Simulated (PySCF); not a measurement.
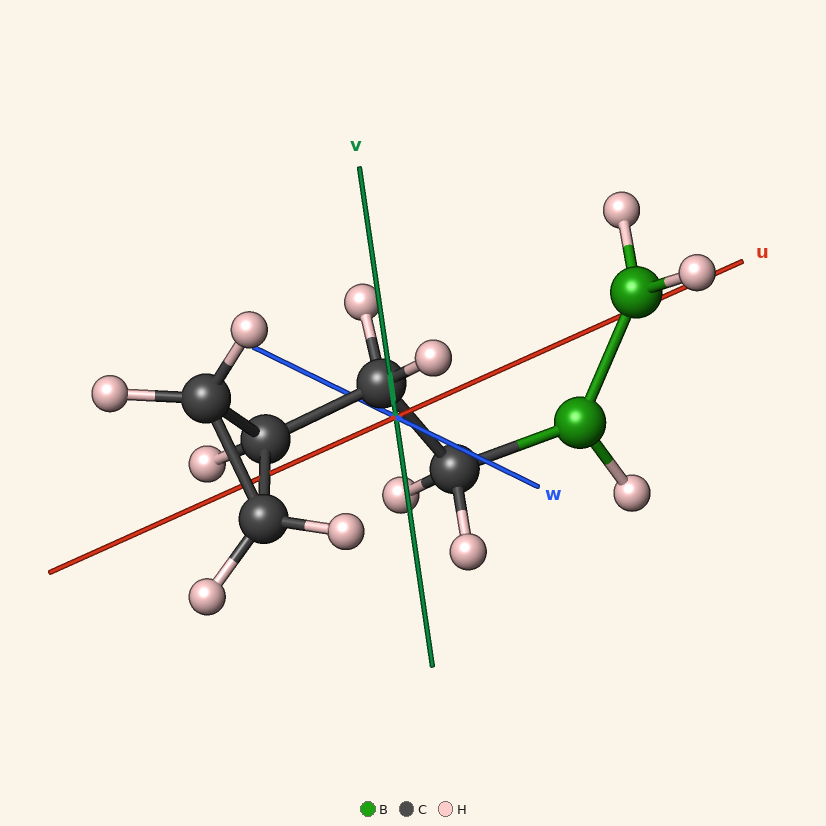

The lines u, v and w are the principal axes of the static dipole polarisability. The geometry was computed by an optimisation with GFN2-xTB. No frequency run is at hand to confirm it as a minimum. Level of theory: CAM-B3LYP/def2-SVPD (PySCF 2.14.0).

Along which axis is the molecule most polarisable, and along which least?

Most along u, least along w.

Give the three principal values.

u 99.8, v 83.9, w 73.5 bohr³; mean 85.7, anisotropy 22.9 bohr³.

The geometry is semi-empirical. Around B such bond lengths and angles can be off by a tenth of an ångström or more and by several degrees, and values that hang on the shape move with them.
